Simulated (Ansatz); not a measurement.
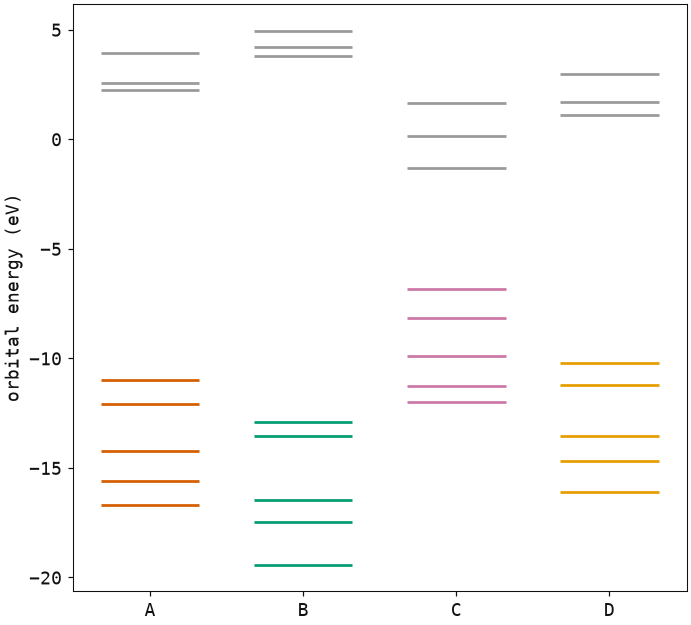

Frontier orbital energies of CH₂O₂, SMILES O=CO at one geometry, def2-TZVPP, the Ansatz code 0.2.0, at a PBE0-D4/def2-TZVP geometry (a minimum by its frequencies). Empty levels are grey, levels within 0.1 eV stand side by side; all columns show the same few orbitals around the gap.

### The columns come from BHLYP, HF, PBE and ωB97M-V. Which is which?

A: ωB97M-V (HOMO −11.00, LUMO 2.25, separation 13.25 eV)
B: HF (HOMO −12.89, LUMO 3.80, separation 16.69 eV)
C: PBE (HOMO −6.86, LUMO −1.30, separation 5.56 eV)
D: BHLYP (HOMO −10.23, LUMO 1.13, separation 11.36 eV)

Limits of at least one run: empty levels above zero depend strongly on the basis.
